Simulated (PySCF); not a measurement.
C$_{5}$H$_{10}$OSi

The calculation's input:

```
{"job": {"kind": "uv", "xc": "wB97X-D", "basis": "def2-SVPD", "ip": true, "dynamic": true}, "charge": 0, "multiplicity": 1}
C      3.348879     0.644171    -0.368238
C      2.030397     0.043675    -0.288383
C      0.921356    -0.461202    -0.226320
Si    -0.753443    -1.205309    -0.124286
O     -0.889228    -2.088563     1.286789
C     -2.070620     0.115751    -0.052960
C     -1.921810     1.067817     1.130392
H      4.067219     0.105241     0.269219
H      3.730763     0.621769    -1.400900
H      3.326124     1.694400    -0.037905
H     -0.932506    -2.080164    -1.324121
H     -0.147512    -2.661882     1.499396
H     -3.048455    -0.396429    -0.025084
H     -2.042245     0.664427    -1.010825
H     -1.978863     0.522502     2.084653
H     -0.949670     1.585143     1.106689
H     -2.709125     1.837824     1.136135
```

Launched as:

```sh
OMP_NUM_THREADS=1 python probes_run.py task.json out
```

Geometry: PBE0-D3(BJ)/def2-SVP.

All numbers below come from wB97X-D/def2-SVPD, SCF density, gas phase in PySCF 2.14.0.

What will maps of the electron density and electron localisation function show?

C–C (1.22 Å): ρ at the midpoint is about 2.7 e/Å³; the ELF peaks at about 0.85 between the atoms: a multiple bond.
C–Si (1.84 Å): ρ at the midpoint is about 0.96 e/Å³; the ELF peaks at about 0.95 between the atoms, as expected for a shared electron pair.
C–H (1.10 Å): the density is about 1.9 e/Å³ at the midpoint; the ELF climbs to about 1 towards the hydrogen, as it does in any bond to H: a covalent bond by its length.

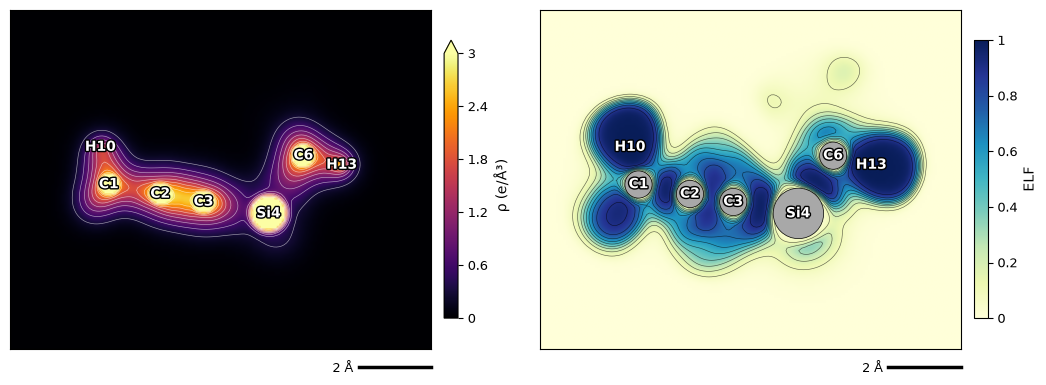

Computed electron density and electron localisation function on the plane of atoms Si4, C6 and H13, in this order. Grey discs cover the atomic cores in the ELF map. 
